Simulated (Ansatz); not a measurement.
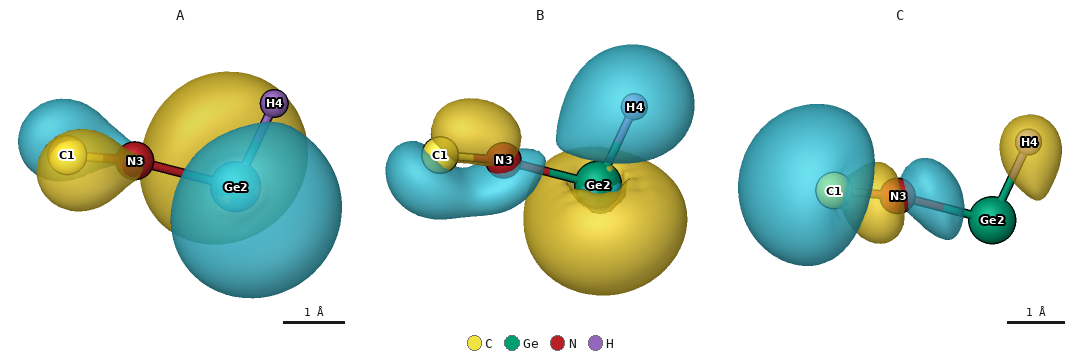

Figure 1: CHGeN. Three frontier orbitals at ±0.1 Å⁻³ᐟ² (yellow and cyan are the two phases), in no order.

Geometry: r2SCAN-D4/def2-SVP.

Theory: isolated molecule in a Gaussian basis; Kohn-Sham density functional theory, functional PBE0 (Ansatz 0.2.0).

Q: Which picture is the HOMO−1, the HOMO and the LUMO?

A: C is the HOMO−1 (−8.80 eV). It lies mainly on C1 (about 80 %) and N3 (about 15 %); it is symmetric in the molecular plane (an in-plane orbital: σ, lone-pair or in-plane π type). B is the HOMO (−7.68 eV). Its weight (Hirshfeld) is mainly on Ge2 (about 65 %), H4 (about 20 %), C1 (about 10 %) and N3 (about 5 %); it is symmetric in the molecular plane (an in-plane orbital: σ, lone-pair or in-plane π type). A is the LUMO (−3.57 eV). Its weight (Hirshfeld) is mainly on Ge2 (about 80 %) and C1 (about 10 %); it changes sign across the molecular plane (π type).

Q: What is the HOMO–LUMO gap?

A: 4.11 eV between the orbital energies.
